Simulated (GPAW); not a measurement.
# Core-hole calculation of the O K edge in TiO2 (Rutile, P4_2/mnm), part 2 of 4

How does the O K edge of TiO2 (Rutile, P4_2/mnm) move when the bonds are compressed or stretched?

GPAW 26.7.0; X-ray absorption from dipole matrix elements to empty bands, plane-wave PAW LDA.

So far. Step 2 (Ground state of the crystal): The mesh shows a gap of 1.80 eV, so the hole is first treated in a charged cell, without the excited electron.

### 4. Spectrum with FCH, O atom 3

The holes are 5.5 Å apart. In GPAW the data set carries the hole's charge, so charge=0 means a charged cell and charge=-1 a neutral one. The excited electron is left out and a uniform background balances the charge. After the field has converged, empty bands are computed with the density fixed and the dipole matrix elements are summed.

The absorber has 2 Ti at 1.95 Å and 1 Ti at 1.98 Å (distorted trigonal planar, site symmetry m2m).

xas.py reads:

```python
import numpy as np
from ase import Atoms
from ase.parallel import parprint, paropen
from gpaw import GPAW, PW, FermiDirac, Mixer, MixerDif, setup_paths
from gpaw.test import gen
setup_paths.insert(0, '.')
gen('O', name='fch1s', xcname='LDA', corehole=(1, 0, 1), write_xml=True)
from gpaw.mpi import world
world.barrier()

atoms = Atoms('Ti4O8',
    cell=[[4.5922, 0, 2.9574],
     [0, 4.5922, 2.9574],
     [-4.5922, 0, 2.9574]],
    scaled_positions=[[0.25, 0.5, 0.75],
     [0.75, 0.5, 0.25],
     [0, 0, 0],
     [0.5, 0, 0.5],
     [0.55496, 0.19504, 0.75],
     [0.05496, 0.19504, 0.25],
     [0, 0.69504, 0.30496],
     [0.5, 0.69504, 0.80496],
     [0.94504, 0.80496, 0.75],
     [0.44504, 0.80496, 0.25],
     [0, 0.30496, 0.69504],
     [0.5, 0.30496, 0.19504]],
    pbc=True)
atoms.calc = calc = GPAW(legacy_gpaw=True, mode=PW(500, force_complex_dtype=True), xc='LDA', setups={4: 'fch1s'},
    kpts={'size': (4, 4, 4), 'gamma': True}, occupations=FermiDirac(0.02),
    charge=0, mixer=Mixer(0.1, 5, 50), maxiter=150,
    convergence={'density': 0.0001, 'eigenstates': 1e-6}, txt='scf.txt')
energy = atoms.get_potential_energy() + calc.get_reference_energy()
ef = calc.get_fermi_level()
out = dict(energy=energy, fermi=ef, forces=atoms.get_forces().tolist())
parprint(f'all-electron energy {energy:.4f} eV, Fermi level {ef:.4f} eV')
ev = np.array([[calc.get_eigenvalues(k, s) for k in range(len(calc.get_ibz_k_points()))] for s in range(calc.get_number_of_spins())])
out['homo'], out['lumo'], out['counts'] = ev[ev < ef].max(), ev[ev > ef].min(), sorted(set((ev < ef).sum((0, 2)).tolist()))
out['filled'] = (ev[:, 0] < ef).sum(1).tolist()

from ase.units import Ha
from gpaw.xas import dipole_matrix_elements
nb = int(calc.get_number_of_electrons() / 2) + 97
top, nb = nb, nb + 8 + nb // 12
nscf = calc.fixed_density(kpts={'size': (6, 6, 6), 'gamma': True}, nbands=nb,
    convergence={'bands': top, 'eigenstates': 5e-3}, maxiter=60, txt='nscf.txt')
cell = atoms.cell.array
ops = [cell.T @ U.T @ np.linalg.inv(cell.T) for U in nscf.wfs.kd.symmetry.op_scc]
filled = [48]  # bands filled in the ground state, by spin
E = np.arange(-6, 34, 0.1)
fwhm = np.interp(E, [4, 25], [0.9, 3.5])
Y, X, zero, highest = 0, 0, 1e9, 1e9
for spin in range(nscf.get_number_of_spins()):
    wfs = nscf.wfs
    mine = wfs.bd.get_slice()  # this rank's bands
    A = dipole_matrix_elements(wfs.setups[4])
    eps = np.zeros((wfs.kd.nibzkpts, nb))
    d = np.zeros((3, A.shape[1], wfs.kd.nibzkpts, nb), complex)
    for kpt in wfs.kpt_u:
        if kpt.s == spin and 4 in kpt.P_ani:
            eps[kpt.k, mine] = kpt.eps_n * Ha
            d[:, :, kpt.k, mine] = (kpt.weight * wfs.nspins / 2) ** 0.5 * np.inner(A, kpt.P_ani[4])
    world.sum(eps)
    world.sum(d)
    T = np.einsum('amkn,bmkn->abkn', d, d.conj()).real
    T = sum(np.einsum('ai,ijkn,bj->abkn', R, T, R) for R in ops) / len(ops)
    empty = np.ones_like(eps, bool) & (np.arange(nb) >= filled[spin])
    zero, highest = min(zero, eps[empty].min()), min(highest, eps[:, top - 1].min())
    lines = [(eps, T, empty)] if spin == 0 else lines + [(eps, T, empty)]
for eps, T, empty in lines:
    f = np.einsum('aakn->akn', T).reshape(3, -1)
    x = eps.ravel() - zero
    w = np.interp(x, E, fwhm) / 2.35482
    g = np.exp(-0.5 * ((E[:, None] - x) / w) ** 2) / (w * (2 * np.pi) ** 0.5)
    Y = Y + (f * empty.ravel()) @ g.T
    X = X + (f * ~empty.ravel()) @ g.T
out.update(E=E.round(2).tolist(), xas=Y.tolist(), xes=X.tolist(), zero=zero, valid=highest - zero, nk=len(eps), nb=nb)
for i in range(0, len(E), 10):
    parprint(f'{E[i]:7.2f}', *(f'{v:10.3e}' for v in Y[:, i]))
import json
with paropen('out.json', 'w') as f:
    json.dump(out, f)
```

Started as:

```
OMP_NUM_THREADS=1 mpirun -n 4 gpaw python xas.py
```

Numbers of over 12 decimals in the logs are rounded to 6 here.

The program printed:

```text
Input parameters:
  convergence: {density: 0.0001,
                eigenstates: 1e-06}
  kpts: {gamma: True,
         size: (4, 4, 4)}
  maxiter: 150
  mixer: {backend: pulay,
          beta: 0.1,
          method: separate,
          nmaxold: 5,
          weight: 50}
  mode: {ecut: 500.0,
         force_complex_dtype: True,
         name: pw}
  occupations: {fixmagmom: False,
                name: fermi-dirac,
                width: 0.02}
  setups: {4: fch1s}

Initialize ...

[... PAW data sets ...]

Reference energy: -108368.394059  # eV

Spin-paired calculation

[... convergence settings ...]
Symmetries present (total): 2
  [... symmetry matrices ...]

64 k-points: 4 x 4 x 4 Monkhorst-Pack grid + [1/8,1/8,1/8]
24 k-points in the irreducible part of the Brillouin zone
       k-points in crystal coordinates                weights
   0:     0.00000000    0.00000000    0.00000000          1/64
   1:     0.00000000    0.25000000    0.25000000          2/64
   2:     0.00000000    0.50000000    0.50000000          1/64
   3:     0.25000000   -0.25000000   -0.25000000          2/64
   4:     0.25000000   -0.25000000    0.25000000          2/64
   5:     0.25000000   -0.25000000    0.50000000          4/64
   6:     0.25000000    0.00000000   -0.25000000          4/64
   7:     0.25000000    0.00000000    0.00000000          2/64
   8:     0.25000000    0.25000000   -0.25000000          2/64
   9:     0.25000000    0.25000000    0.00000000          4/64
          ...
  23:     0.50000000    0.50000000    0.50000000          1/64

Wave functions: Plane wave expansion
  Cutoff energy: 500.000 eV
  Number of coefficients (min, max): 3135, 3206
  Pulay-stress correction: 0.000000 eV/Ang^3 (de/decut=0.000000)
  Using FFTW library
  Wavefunction extrapolation:
    Improved wavefunction reuse through dual PAW basis

Occupation numbers: Fermi-Dirac:
  width: 0.0200  # eV

Eigensolver
   Davidson(niter=2)

Densities:
  Coarse grid: 30*30*30 grid
  Fine grid: 60*60*60 grid
  Total Charge: 1.000000

Density mixing:
  Method: separate
  Backend: pulay
  Linear mixing parameter: 0.1
  old densities: 5
  Width of damping distribution: 1.1
  Damping of long wavelength oscillations: 50

[... Hamiltonian set-up ...]
Number of atoms: 12
Number of atomic orbitals: 84
Number of bands in calculation: 62
Number of valence electrons: 96
Bands to converge: occupied

... initialized

Initializing position-dependent things.

Density initialized from atomic densities
Creating initial wave functions:
  62 bands from LCAO basis set

                   O

              O
                   O
           Ti         Ti
             O
              O
        O          O
               Ti
             O

               Ti

Atomic positions and initial magnetic moments

Positions:
   0 Ti    -2.296100    2.296100    4.436100    ( 0.0000,  0.0000,  0.0000)
   1 Ti     2.296100    2.296100    4.436100    ( 0.0000,  0.0000,  0.0000)
   2 Ti     0.000000    0.000000    0.000000    ( 0.0000,  0.0000,  0.0000)
   3 Ti     0.000000    0.000000    2.957400    ( 0.0000,  0.0000,  0.0000)
   4 O     -0.895663    0.895663    4.436100    ( 0.0000,  0.0000,  0.0000)
   5 O     -0.895663    0.895663    1.478700    ( 0.0000,  0.0000,  0.0000)
   6 O     -1.400437    3.191763    2.957400    ( 0.0000,  0.0000,  0.0000)
   7 O     -1.400437    3.191763    5.914800    ( 0.0000,  0.0000,  0.0000)
   8 O      0.895663    3.696537    7.393500    ( 0.0000,  0.0000,  0.0000)
   9 O      0.895663    3.696537    4.436100    ( 0.0000,  0.0000,  0.0000)
  10 O     -3.191763    1.400437    2.957400    ( 0.0000,  0.0000,  0.0000)
  11 O      1.400437    1.400437    2.957400    ( 0.0000,  0.0000,  0.0000)

Unit cell:
           periodic     x           y           z      points  spacing
  1. axis:    yes    4.592200    0.000000    2.957400    30     0.1458
  2. axis:    yes    0.000000    4.592200    2.957400    30     0.1531
  3. axis:    yes   -4.592200    0.000000    2.957400    30     0.1458

  Lengths:   5.462098   5.462098   5.462098
  Angles:   72.952909 114.436520  72.952909

Effective grid spacing dv^(1/3) = 0.1665

iter:   1  -156.223893
iter:   2  -145.275433   -0.73  -0.93
iter:   3  -136.195623   +0.25  -1.04
iter:   4  -136.227859   -1.01  -1.39
iter:   5  -136.464695   -1.08  -1.38
iter:   6  -135.462227   -0.94  -1.40
iter:   7  -135.920677   -0.82  -1.76
iter:   8  -135.301425   -1.52  -1.79
iter:   9  -135.299286   -2.82  -2.34
iter:  10  -135.297178c  -2.93  -2.44
iter:  11  -135.294046c  -3.53  -2.73
iter:  12  -135.293070c  -3.76  -2.88
iter:  13  -135.292993c  -3.97  -3.02
iter:  14  -135.292446c  -4.32  -3.27
iter:  15  -135.292413c  -5.18  -3.46
iter:  16  -135.292396c  -5.63  -3.62
iter:  17  -135.292390c  -5.95  -4.00
iter:  18  -135.292390c  -6.28c -4.17c

Converged after 18 iterations.

Dipole moment: (-0.211130, -0.185284, 0.050986) |e|*Ang

Energy contributions relative to reference atoms: (reference = -108368.394059)

Kinetic:        +66.498917
Potential:     -109.621283
External:        +0.000000
XC:             -92.948029
Entropy (-ST):   +0.000000
Local:           +0.778005
SIC:             +0.000000
--------------------------
Free energy:   -135.292390
Extrapolated:  -135.292390

Showing only first 2 kpts
 Kpt  Band  Eigenvalues  Occupancy
  0    46      4.88955    2.00000
  0    47      5.28638    2.00000
  0    48      6.96628    0.00000
  0    49      7.33427    0.00000

  1    46      4.59944    2.00000
  1    47      5.04109    2.00000
  1    48      7.40648    0.00000
[...]
Fermi level: 6.09563

Gap: 1.644 eV
Transition (v -> c):
  (s=0, k=0, n=47, [0.00, 0.00, 0.00]) -> (s=0, k=23, n=48, [0.50, 0.50, 0.50])
Direct/indirect transitions are different
Direct gap: 1.680 eV
Transition at: (s=0, k=0, n=47, [0.00, 0.00, 0.00])

Forces in eV/Ang:
  0 Ti   -2.05318    2.05318   -0.00000
  1 Ti    0.15019   -0.15019   -0.00000
  2 Ti    1.47100   -1.47100    2.97802
  3 Ti    1.47101   -1.47101   -2.97803
  4 O    -0.51253    0.51253    0.00008
  5 O     0.20813   -0.20813    0.00003
  6 O     0.18885    0.10519    0.15855
  7 O     0.18885    0.10519   -0.15855
  8 O    -0.28675    0.28675   -0.00003
  9 O    -0.61414    0.61414   -0.00003
 10 O    -0.10519   -0.18885    0.15855
 11 O    -0.10519   -0.18885   -0.15855
Scalar-relativistic atomic LDA calculation for O (Oxygen, Z=8)
Core hole in 1s state (1s occupation: 1.0)
300 radial gridpoints.
|------------------------------------------------|
|------------------------------------------------|
[... the atom generator's iteration count ...]

Energy contributions:
-------------------------
Kinetic:      +54.046737
XC:            -5.876031
Potential:   -102.458324
-------------------------
Total:        -54.287618

state      eigenvalue         ekin         rmax
-----------------------------------------------
1s^1.0 :   -21.731873    30.611423        0.127
2s^2.0 :    -1.594915     4.066245        0.801
2p^4.0 :    -1.067100     3.825706        0.682
-----------------------------------------------
(units: Bohr and Hartree)

Generating PAW setup
Kinetic energy of the core from tauc = 30.636371
Cutoffs:
rc(s)=1.300
rc(p)=1.130
rc(d)=1.170
rc(vbar)=1.300
rc(comp)=1.260
rc(nct)=1.300

Kinetic energy of the core states: 30.611423
Charge: 1.0
Core electrons: 1.0
Valence electrons: 6.0
Pseudo-core charge: 0.000198
Shape function alpha=6.299
Pseudo-electron charge 5.280306
state    eigenvalue         norm
--------------------------------
2s(2) :    -1.594915     1.065643
*s    :    -0.594915
2p(4) :    -1.067100     0.787205
*p    :    -0.067100
*d    :     0.000000
--------------------------------

Diagonalizing with gridspacing h=0.050

state   all-electron     PAW
-------------------------------
2s:      -1.594915    -1.596334
2p:      -1.067100    -1.073375
*d:                   -0.060686
*f:                   -0.013559
-------------------------------
all-electron energy -108503.6864 eV, Fermi level 6.0956 eV
[...]
31.00  3.513e-05  3.513e-05  5.634e-05
  32.00  3.906e-05  3.906e-05  6.155e-05
  33.00  4.631e-05  4.631e-05  7.143e-05
```

Wall time 3.4 min (4 MPI ranks of Arm Neoverse V1, shared host); peak memory 0.57 GiB; 13 min of CPU time.

The O K spectrum, O atom 3, full core hole (charged cell) (energy from the lowest empty level; intensity scaled to a mean of 1 over the first 20 eV; polarised curves are means over the symmetry-equivalent atoms):

| E (eV) | isotropic | ε ⊥ c | ε ∥ c |
| --- | --- | --- | --- |
| -2.0 | 0.00 | 0.00 | 0.00 |
| -0.5 | 0.04 | 0.04 | 0.03 |
| 1.0 | 1.76 | 1.92 | 1.42 |
| 2.5 | 0.28 | 0.29 | 0.27 |
| 4.0 | 2.34 | 2.00 | 3.04 |
| 5.5 | 0.25 | 0.28 | 0.18 |
| 7.0 | 0.12 | 0.12 | 0.12 |
| 8.5 | 0.70 | 0.73 | 0.64 |
| 10.0 | 1.30 | 1.17 | 1.55 |
| 11.5 | 1.37 | 1.22 | 1.68 |
| 13.0 | 1.76 | 1.69 | 1.88 |
| 14.5 | 1.43 | 1.56 | 1.17 |
| 16.0 | 1.12 | 1.27 | 0.81 |
| 17.5 | 0.55 | 0.61 | 0.43 |
| 19.0 | 0.39 | 0.38 | 0.41 |
| 20.5 | 0.52 | 0.46 | 0.64 |
| 22.0 | 0.72 | 0.74 | 0.67 |
| 23.5 | 0.84 | 0.96 | 0.59 |
| 25.0 | 0.78 | 0.88 | 0.57 |
| 26.5 | 0.65 | 0.70 | 0.57 |
| 28.0 | 0.56 | 0.53 | 0.63 |
| 29.5 | 0.61 | 0.51 | 0.80 |
| 31.0 | 0.70 | 0.58 | 0.93 |

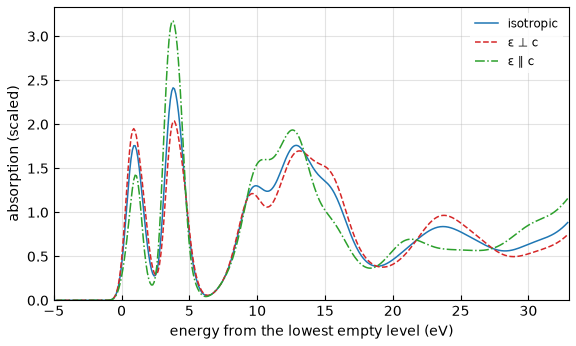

The O K edge, O atom 3, full core hole (charged cell): main maxima at 0.9, 3.8 and 12.9 eV.

Main maxima below 24 eV (height): 0.9 eV (1.76), 3.8 eV (2.41), 9.9 eV (1.30), 12.9 eV (1.76) and 23.7 eV (0.84). A K edge sees empty p states; the first features are O p mixed into the empty d states of the Ti neighbours, and the broad ones above probably into the cations' higher empty bands. Ti is d⁰ and octahedral here, so the pair, 2.9 eV apart, is its t₂g and e_g bands.

The hole costs E(hole) − E(ground) = 526.75 eV, and the lowest empty level of the hole cell on the spectrum's mesh lies at 6.93 eV, which puts the zero at 533.68 eV. One term is added: -8.83 eV, since the hole is spin-paired here and a spin-polarised one costs that much less in the free atom (computed apart). The photon energy is then 524.85 eV. The functional and the charged cell's background leave an error in such absolute values: in the free atom LDA prices this hole 4.1 eV below PBE (computed apart), and PBE is itself good to a few eV.

### 5. Reference energy of the supercell

The cell changes for the next run, so it gets a reference energy of its own.

The cell differs from the one that the last finished run ended in (a 5.462 → 5.351 Å, b 5.462 → 5.351 Å, c 5.462 → 5.351 Å).

scf.py reads:

```python
import numpy as np
from ase import Atoms
from ase.parallel import parprint, paropen
from gpaw import GPAW, PW, FermiDirac, Mixer, MixerDif, setup_paths
from gpaw.test import gen
setup_paths.insert(0, '.')
gen('O', name='nch1s', xcname='LDA', corehole=(1, 0, 0), write_xml=True)
from gpaw.mpi import world
world.barrier()

atoms = Atoms('Ti4O8',
    cell=[[4.49845533, 0, 2.89702796],
     [0, 4.49845533, 2.89702796],
     [-4.49845533, 0, 2.89702796]],
    scaled_positions=[[0.25, 0.5, 0.75],
     [0.75, 0.5, 0.25],
     [0, 0, 0],
     [0.5, 0, 0.5],
     [0.55496, 0.19504, 0.75],
     [0.05496, 0.19504, 0.25],
     [0, 0.69504, 0.30496],
     [0.5, 0.69504, 0.80496],
     [0.94504, 0.80496, 0.75],
     [0.44504, 0.80496, 0.25],
     [0, 0.30496, 0.69504],
     [0.5, 0.30496, 0.19504]],
    pbc=True)
atoms.calc = calc = GPAW(legacy_gpaw=True, mode=PW(500, force_complex_dtype=True), xc='LDA', setups={4: 'nch1s'},
    kpts={'size': (4, 4, 4), 'gamma': True}, occupations=FermiDirac(0.02),
    charge=0, mixer=Mixer(0.1, 5, 50), maxiter=150,
    convergence={'density': 0.0001, 'eigenstates': 1e-6}, txt='scf.txt')
energy = atoms.get_potential_energy() + calc.get_reference_energy()
ef = calc.get_fermi_level()
out = dict(energy=energy, fermi=ef, forces=atoms.get_forces().tolist())
parprint(f'all-electron energy {energy:.4f} eV, Fermi level {ef:.4f} eV')
ev = np.array([[calc.get_eigenvalues(k, s) for k in range(len(calc.get_ibz_k_points()))] for s in range(calc.get_number_of_spins())])
out['homo'], out['lumo'], out['counts'] = ev[ev < ef].max(), ev[ev > ef].min(), sorted(set((ev < ef).sum((0, 2)).tolist()))
out['filled'] = (ev[:, 0] < ef).sum(1).tolist()
import json
with paropen('out.json', 'w') as f:
    json.dump(out, f)
```

Started as:

```
OMP_NUM_THREADS=1 mpirun -n 4 gpaw python scf.py
```

The program printed:

```text
Input parameters:
  convergence: {density: 0.0001,
                eigenstates: 1e-06}
  kpts: {gamma: True,
         size: (4, 4, 4)}
  maxiter: 150
  mixer: {backend: pulay,
          beta: 0.1,
          method: separate,
          nmaxold: 5,
          weight: 50}
  mode: {ecut: 500.0,
         force_complex_dtype: True,
         name: pw}
  occupations: {fixmagmom: False,
                name: fermi-dirac,
[...]
2s(2) :    -0.872866     1.079797
*s    :     0.127134
2p(4) :    -0.337925     0.876472
*p    :     0.662075
*d    :     0.000000
--------------------------------

Diagonalizing with gridspacing h=0.050

state   all-electron     PAW
-------------------------------
2s:      -0.872866    -0.873954
2p:      -0.337925    -0.341740
*d:                    0.050276
*f:                    0.077289
-------------------------------
all-electron energy -109030.3519 eV, Fermi level 6.7241 eV
[key lines of the parts left out:]
Converged after 20 iterations.
Dipole moment: (-0.000000, -0.000000, -0.000000) |e|*Ang
Free energy:   -111.291104
Fermi level: 6.72407
```

Elapsed: 48 s, on 4 MPI ranks; peak memory 0.27 GiB.

Reference energy: -109030.352 eV with the cores included.

### 6. Spectrum with FCH, O atom 3

Shorter bonds are expected to push antibonding states and scattering resonances up, and longer ones down; the cell is scaled to test that.

Changed against the first core-hole run: volume scale from 1 to 0.94.

xas.py: that of step 4 with these lines changed.

```diff
@@ -11,5 +11,5 @@
 atoms = Atoms('Ti4O8',
-    cell=[[4.5922, 0, 2.9574],
-     [0, 4.5922, 2.9574],
-     [-4.5922, 0, 2.9574]],
+    cell=[[4.49845533, 0, 2.89702796],
+     [0, 4.49845533, 2.89702796],
+     [-4.49845533, 0, 2.89702796]],
     scaled_positions=[[0.25, 0.5, 0.75],
@@ -41,3 +41,3 @@
 from gpaw.xas import dipole_matrix_elements
-nb = int(calc.get_number_of_electrons() / 2) + 97
+nb = int(calc.get_number_of_electrons() / 2) + 93
 top, nb = nb, nb + 8 + nb // 12
```

Started as:

```
OMP_NUM_THREADS=1 mpirun -n 4 gpaw python xas.py
```

The program printed:

```text
Input parameters:
  convergence: {density: 0.0001,
                eigenstates: 1e-06}
  kpts: {gamma: True,
         size: (4, 4, 4)}
  maxiter: 150
  mixer: {backend: pulay,
          beta: 0.1,
          method: separate,
          nmaxold: 5,
          weight: 50}
  mode: {ecut: 500.0,
         force_complex_dtype: True,
         name: pw}
  occupations: {fixmagmom: False,
                name: fermi-dirac,
[...]
*p    :    -0.067100
*d    :     0.000000
--------------------------------

Diagonalizing with gridspacing h=0.050

state   all-electron     PAW
-------------------------------
2s:      -1.594915    -1.596334
2p:      -1.067100    -1.073375
*d:                   -0.060686
*f:                   -0.013559
-------------------------------
all-electron energy -108504.2914 eV, Fermi level 6.7967 eV
[...]
32.00  3.336e-05  3.336e-05  5.147e-05
  33.00  3.648e-05  3.648e-05  5.491e-05
[key lines of the parts left out:]
Converged after 17 iterations.
Dipole moment: (-0.212839, -0.181573, 0.048452) |e|*Ang
Free energy:   -135.897292
Fermi level: 6.79668
```

It took 3.3 min on 4 MPI ranks; peak memory 0.53 GiB.

| E (eV) | first run | this run |
| --- | --- | --- |
| -2.0 | 0.00 | 0.00 |
| -1.0 | 0.00 | 0.00 |
| 0.0 | 0.40 | 0.35 |
| 1.0 | 1.76 | 1.76 |
| 2.0 | 0.52 | 0.69 |
| 3.0 | 0.93 | 0.31 |
| 4.0 | 2.34 | 2.34 |
| 5.0 | 0.74 | 1.42 |
| 6.0 | 0.08 | 0.23 |
| 7.0 | 0.12 | 0.08 |
| 8.0 | 0.42 | 0.31 |
| 9.0 | 1.02 | 0.86 |
| 10.0 | 1.30 | 1.27 |
| 11.0 | 1.25 | 1.16 |
| 12.0 | 1.57 | 1.39 |
| 13.0 | 1.76 | 1.67 |
| 14.0 | 1.54 | 1.49 |
| 15.0 | 1.35 | 1.25 |
| 16.0 | 1.12 | 1.19 |
| 17.0 | 0.71 | 1.00 |
| 18.0 | 0.45 | 0.65 |
| 19.0 | 0.39 | 0.43 |
| 20.0 | 0.46 | 0.40 |
| 21.0 | 0.59 | 0.49 |
| 22.0 | 0.72 | 0.61 |
| 23.0 | 0.81 | 0.72 |
| 24.0 | 0.83 | 0.81 |
| 25.0 | 0.78 | 0.82 |
| 26.0 | 0.69 | 0.77 |
| 27.0 | 0.61 | 0.69 |
| 28.0 | 0.56 | 0.60 |
| 29.0 | 0.58 | 0.54 |
| 30.0 | 0.64 | 0.55 |
| 31.0 | 0.70 | 0.60 |
| 32.0 | 0.77 | 0.64 |

Against the first run the r.m.s. difference is 22 %. A shift of +0.2 eV leaves 13 %. The highest intensity below 16 eV goes from 3.8 eV (2.41) to 4.2 eV (2.43).

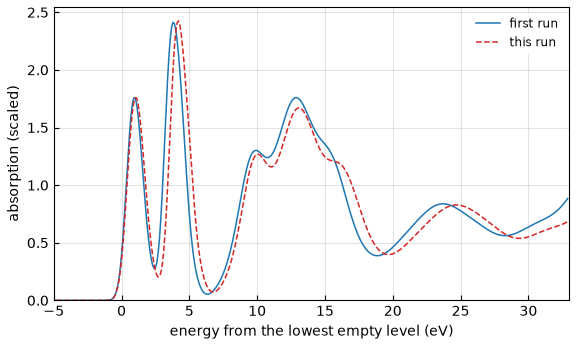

The effect of the change (volume scale from 1 to 0.94).

The photon energy of the zero moves by +0.19 eV.

(Part 2 of 4 ends here.)

[Banner, clock and machine lines of the logs are left out without a mark of their own.]

[Logs are printed without paths, hosts, clocks, repeated set-up lines and the standing remarks that a program may print on its own settings, such as how far it seeks lower states.]

[Hosts, paths, dates, database ids (printed as entryN), source tags and the programs' standing remarks are cut or masked in the printed files.]

[Lists of maxima count a maximum above −3 eV only where it reaches 4 % of the highest in the window and stands out from its surroundings by 2 % of it (1.5 % where it reaches 55 %); shoulders and weaker maxima are passed over, and of the rest the first, up to two pre-edge ones and the few strongest are named.]
